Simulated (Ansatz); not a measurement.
# CH5GeO: the cost of one run

Computed with Ansatz 0.2.0, driven from Python. Level of theory: B3LYP+D4/def2-SVP.

## Step 1: The system

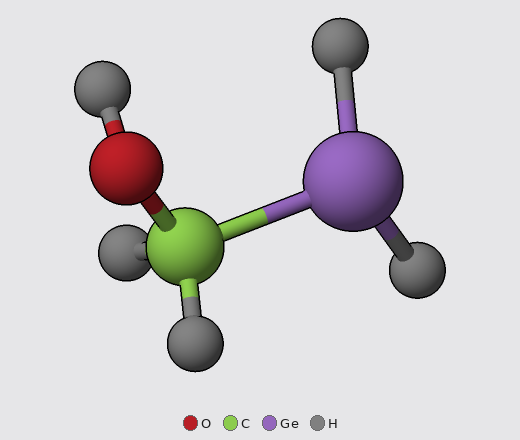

The structure that the script starts from, seen from a chosen angle (oxygen red, carbon green, germanium purple, hydrogen grey).

No structure file is read: the coordinates are typed or built in the script.

## Step 2: The script

File opt_ch5geo.py:

```python
import itertools

import ansatz as az
from ase import Atoms
from ase.data import atomic_numbers, covalent_radii
import numpy as np

atoms = Atoms(['O', 'C', 'Ge', 'H', 'H', 'H', 'H', 'H'], positions=[
    (-1.4139, 0.853, 0.1746),
    (-0.6482, -0.3178, 0.1414),
    (1.2282, 0.1018, 0.4592),
    (-1.2024, 1.3485, -0.659),
    (-1.0, -1.0034, 0.9394),
    (-0.7579, -0.8302, -0.8399),
    (1.7364, 1.0551, -0.6523),
    (2.0579, -1.2071, 0.4366),
])
geometry = az.Crystal.molecule_from_ase(atoms)

setup = (
    geometry.calculation()
    .basis(gaussian='def2-SVP')
    .functional('B3LYP', dispersion='d4')
    .spin('collinear', total=1)
    .accuracy('medium')
)
symbols = [site.symbol for site in geometry.cartesian_sites]
start = np.array([site.position_ang for site in geometry.cartesian_sites], dtype=float)
def progress(event):
    if event['event'] == 'relax_step':
        row = event['data']
        print(f'step {row["step"]:3d}  E = {row["lagrangian_ev"]:.6f} eV  largest force component {row["allowed_force_max_ev_ang"]:.4f} eV/A')


summary = setup.relax(force_tolerance=0.01).session().plan().execute(on_event=progress).report
end = np.array(summary['positions_ang'])

print(f'E = {summary["free_energy_ev"]:.6f} eV = {summary["free_energy_ev"] / 27.211386246:.7f} Ha')
print('converged:', summary['converged'], ' doubts:', summary['published_state_doubts'] or 'none')

radius = [covalent_radii[atomic_numbers[s]] for s in symbols]
span = lambda where, i, j: np.linalg.norm(where[i] - where[j])
bonded = [(i, j) for i, j in itertools.combinations(range(len(symbols)), 2) if min(span(start, i, j), span(end, i, j)) < 1.2 * (radius[i] + radius[j])]
print('pair        before    after (A)')
for i, j in bonded:
    print(f'{symbols[i]}{i}-{symbols[j]}{j}'.ljust(10), f'{span(start, i, j):8.4f} {span(end, i, j):8.4f}')

charges = summary['charge_distribution']
dipole = np.array(charges['dipole_moment_e_ang']) * 4.803205
print('dipole (D): {:.3f} {:.3f} {:.3f}, length {:.3f}'.format(*dipole, np.linalg.norm(dipole)))
print('atom  Mulliken   Lowdin')
for symbol, m, l in zip(symbols, charges['mulliken_charges_e'], charges['lowdin_charges_e']):
    print(f'{symbol:4s} {m:9.3f} {l:8.3f}')
```

## Step 3: What the engine is handed

The engine receives this input:

```yaml
crystal:
  periodic: [false, false, false]
  atoms:
    - { symbol: O, position_ang: [-1.4139, 0.853, 0.1746] }
    - { symbol: C, position_ang: [-0.6482, -0.3178, 0.1414] }
    - { symbol: Ge, position_ang: [1.2282, 0.1018, 0.4592] }
    - { symbol: H, position_ang: [-1.2024, 1.3485, -0.659] }
    - { symbol: H, position_ang: [-1.0, -1.0034, 0.9394] }
    - { symbol: H, position_ang: [-0.7579, -0.8302, -0.8399] }
    - { symbol: H, position_ang: [1.7364, 1.0551, -0.6523] }
    - { symbol: H, position_ang: [2.0579, -1.2071, 0.4366] }
accuracy: medium
basis:
  gaussian:
    orbitals: def2-SVP
hamiltonian:
  xc: b3lyp
  dispersion: d4
magnetization:
  spin_polarized: true
  initial_magnetization: 1.0
relax:
  f_tol: 0.01
```

## Step 4: Running it

The run is started by

```bash
$ python opt_ch5geo.py
```

Q: Estimate wall time and peak memory on 1 thread of Intel Xeon Platinum 8488C (Sapphire Rapids), shared host.

About 54 s, with a peak of 0.31 GiB.
